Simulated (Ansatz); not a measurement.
A series of calculations on SiH₂Cl₂

Part 1: Relaxation

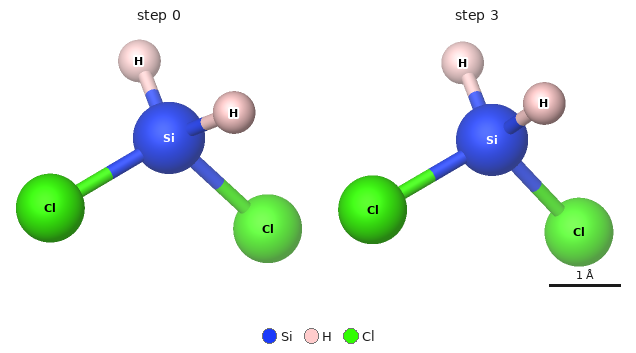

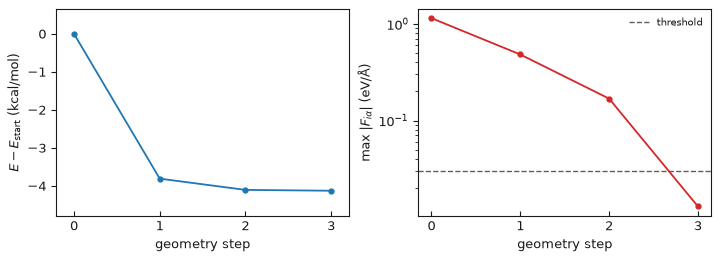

First and last geometry of a relaxation of SiH₂Cl₂, with the history of the run. A ball-and-stick model, seen at a tilt.

The run prepares an end point of a later path (reaction) calculation, from a guessed geometry.

All numbers below come from RKS PBE0-D4/def2-SVP in Ansatz 0.2.0. Set-up: no spin polarisation; force threshold 0.03 eV/Å; at most 50 steps.

### Did the run converge, and what did it change?

It converged. The atom that moves furthest after the best rigid fit is an H atom (0.20 Å). Largest moves by element: H 0.20 Å, Cl 0.16 Å, Si 0.08 Å. Some distances before and after: Cl–Si 2.091 → 2.056 Å, H–Si 1.456 → 1.484 Å, Cl–Si 2.049 → 2.056 Å. Among the angles between lasting bonds that change: H–Si–Cl 92.8° → 108.5°, H–Si–Cl 113.4° → 108.6°, H–Si–H 117.1° → 112.5°. After 3 geometry steps the energy has fallen by 4.13 kcal/mol. The largest force component goes from 1.2 to 0.013 eV/Å.

Part 2: Relaxation

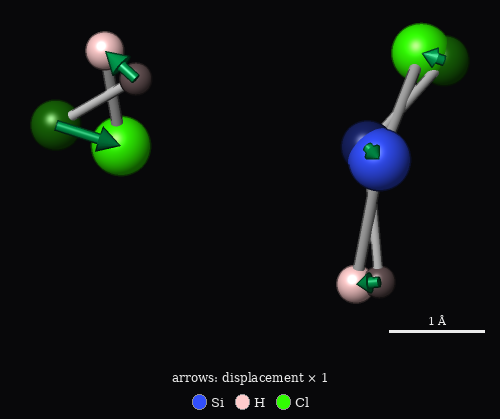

This is a relaxation of SiH2Cl2. The starting structure is drawn faded, the final one solid; green arrows show the displacements, at their true length. The two geometries are superimposed by the best rigid fit.

A ball-and-stick model, seen at a tilt.

The run prepares an end point of a later path (reaction) calculation, from a guessed geometry.

All numbers below come from Ansatz, RKS PBE0-D4/def2-SVP.

Input
```yaml
crystal:
  periodic: [false, false, false]
  atoms:
    - { symbol: Si, position_ang: [-0.77592, 0.00784, 0.195227] }
    - { symbol: H, position_ang: [1.400579, -0.053001, 1.723266] }
    - { symbol: Cl, position_ang: [2.466474, 0.08893, 0.931084] }
    - { symbol: H, position_ang: [-0.740461, 1.043247, -0.937587] }
    - { symbol: Cl, position_ang: [-1.114472, -1.633716, -1.03709] }
basis:
  gaussian: { orbitals: def2-SVP }
hamiltonian:
  xc: pbe0
  dispersion: d4
relax:
  f_tol: 0.03
  max_steps: 50
```

Run as
```bash
ansatz run input.yaml --threads 1 --pin off --max-ram 2048MiB --backend cpu --events-out ev --progress --plain --runs-dir out
```

### Atoms of which element are displaced furthest, and by how much?

Chlorine: up to 0.73 Å, against 0.45 Å for hydrogen.

### What happened in the run?

Over 10 accepted moves (14 points after the start) the energy falls by 0.171 eV. The largest force component goes from 1 to 0.0079 eV/Å. The line search rejected the trial steps at points 2, 7, 10, 12 of the run. The forces were under the threshold at step 11, but the run went on from there. Cl3 moves most after the best rigid fit: 0.73 Å. By element the largest moves are Cl 0.73 Å, H 0.45 Å, Si 0.21 Å. Near-neighbour distances that change, for instance: Si1–Cl3 3.326 → 2.764 Å, H2–Cl3 1.336 → 1.290 Å, Si1–Cl5 2.080 → 2.111 Å. The run took 25 s on 1 thread of Arm Neoverse V2, on a shared host, peak memory 0.12 GiB.

Limits of the set-up: the start holds two separate molecules, 2.7 Å apart at their closest, whose relative position is a soft coordinate.

Part 3: Path

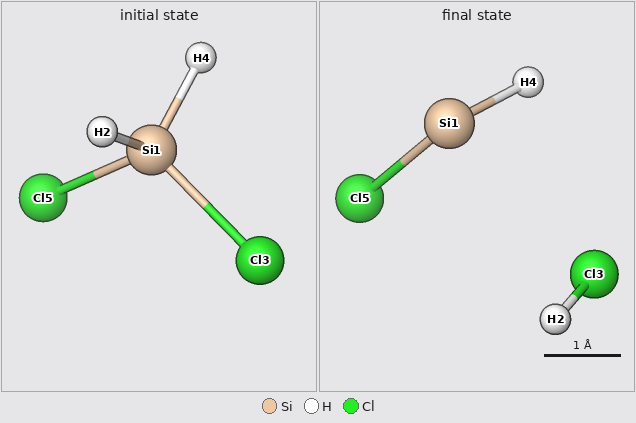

The two relaxed end points of a path for SiH2Cl2. A ball-and-stick model, seen at a tilt.

All numbers below come from RKS PBE0-D4/def2-SVP in Ansatz 0.2.0.

Run with 5 movable images; climbing image; force threshold 0.05 eV/Å; iteration limit 60.

Start:
```xyz
5

Si    0.1775   -0.0070    0.2449
H    -0.0636   -0.0295    1.7089
Cl    2.2064   -0.0368   -0.0842
H    -0.3912    1.1989   -0.4056
Cl   -0.6929   -1.6723   -0.5892
```

End:
```xyz
5

Si   -0.8919    0.2485    0.0282
H     1.5084   -0.3047    2.0396
Cl    1.7445    0.1403    0.8525
H    -0.2313    1.0084   -1.1297
Cl   -0.8934   -1.6392   -0.9156
```

What barrier does the band find between them, and by what path?

Forward barrier 2.99 eV, backward barrier 0.27 eV, with image 3 at the top; the reaction energy is +2.73 eV. Breaking: Si1–Cl3 (2.06 → 2.57 at the top → 2.76 Å), Si1–H2 (1.48 → 1.71 at the top → 3.18 Å). Forming: H2–Cl3 (2.89 → 1.50 at the top → 1.29 Å). The band converged in 9 iterations. The largest component of the band force went from 6.8 to 0.03 eV/Å. The climbing image converged on the top of the path. Its vibrational analysis gives one imaginary mode (649i cm⁻¹), as a transition state must have.

Energies of the converged images:

```json
{"image": "0", "path (Å)": "0.00", "E (eV)": "0.000"}
{"image": "1", "path (Å)": "0.49", "E (eV)": "0.461"}
{"image": "2", "path (Å)": "0.97", "E (eV)": "2.061"}
{"image": "3", "path (Å)": "1.46", "E (eV)": "2.993"}
{"image": "4", "path (Å)": "1.93", "E (eV)": "2.865"}
{"image": "5", "path (Å)": "2.40", "E (eV)": "2.773"}
{"image": "6", "path (Å)": "2.87", "E (eV)": "2.726"}
```

The geometry at the top of the path:

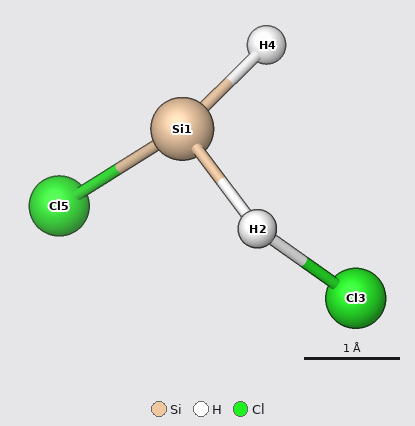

The run took 77 s on 1 thread of Arm Neoverse V2, with other jobs on the host, peak memory 0.12 GiB.
